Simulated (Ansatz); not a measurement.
## Errors in the atomisation enthalpy at 298 K

10 molecules without hydrogen; the atomisation enthalpy at 298 K in kJ/mol, computed less measured. Shapes, held fixed at every level: PBE0-D4/def2-TZVP. Thermal terms are harmonic and unscaled (PBE0-D4/def2-TZVP); the spin-orbit lowering of the free atoms is taken from their spectra. Programs: Ansatz 0.2.0. Measured values: Active Thermochemical Tables, NIST-JANAF tables.

Levels: A = HF/def2-TZVPP; B = PBE-D4/def2-TZVPP; C = r2SCAN0/STO-3G; D = CCSD/def2-TZVPP.

| molecule | from tabulated heats | A | B | C | D |
| --- | --- | --- | --- | --- | --- |
| IBr (iodine monobromide) | 178 | -155 | +13 | +24 | -46 |
| Cl2 (chlorine) | 243 | -173 | +27 | -46 | -45 |
| I2 (iodine) | 151 | -153 | +7 | +19 | -52 |
| N2 (nitrogen) | 945 | -473 | +62 | -371 | -86 |
| BOF (fluoro(oxo)borane) | 1501 | -454 | +41 | -8 | -108 |
| NOF (nitrosyl fluoride) | 867 | -640 | +162 | -264 | -99 |
| N2O (nitrous oxide) | 1112 | -768 | +168 | -480 | -144 |
| SiO2 (silicon dioxide molecule) | 1254 | -619 | +31 | -394 | -141 |
| BF3 (boron trifluoride) | 1944 | -455 | +51 | +12 | -83 |
| PF3 (phosphorus trifluoride) | 1513 | -548 | +43 | -459 | -116 |

(1) Sum up the errors.

## Answers

(1) 
| level | kind | mean error | mean absolute error | worst case |
| --- | --- | --- | --- | --- |
| HF/def2-TZVPP | Hartree–Fock | -443.8 | 443.8 | N2O |
| PBE-D4/def2-TZVPP | GGA | +60.5 | 60.5 | N2O |
| r2SCAN0/STO-3G | global hybrid | -196.7 | 207.7 | N2O |
| CCSD/def2-TZVPP | coupled cluster or CI | -92.0 | 92.0 | N2O |

On this set PBE-D4/def2-TZVPP has the smallest mean absolute error and HF/def2-TZVPP the largest. HF/def2-TZVPP is too low in 10 of 10; PBE-D4/def2-TZVPP is too high in 10 of 10; r2SCAN0/STO-3G is too low in 7 of 10; CCSD/def2-TZVPP is too low in 10 of 10. The heats of PF3 come from older tables and can be uncertain by 10 kJ/mol or more. The molecules' own spin-orbit binding is left out, so errors for heavy halides read too negative. The tabulated values of BOF, NOF, SiO2, BF3 are in doubt (older tables, estimates, or at odds with other calculations) and kept here. Over the 6 molecules whose values aren't doubted the mean absolute errors are A 378.3; B 53.3; C 233.2; D 81.5. Where a negative error exceeds the measured value, the molecule comes out unbound. Hartree–Fock lacks correlation and underbinds. Rows in very small basis sets show the basis more than the method. Correlated wave functions converge slowly with the basis. CCSD also lacks the triples, which bind further. T1 is large for SiO2 (0.024), so single-reference values are less sure there. For atoms past krypton def2 sets carry core potentials with scalar relativity. All-electron rows are non-relativistic unless named. Relativity is left out for Br. Outer-core shells of Br, I are correlated, in sets that cover them unevenly. The set is small.

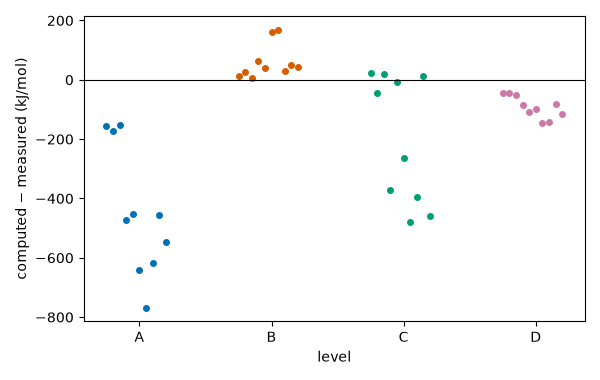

Errors of each level, one point a molecule.
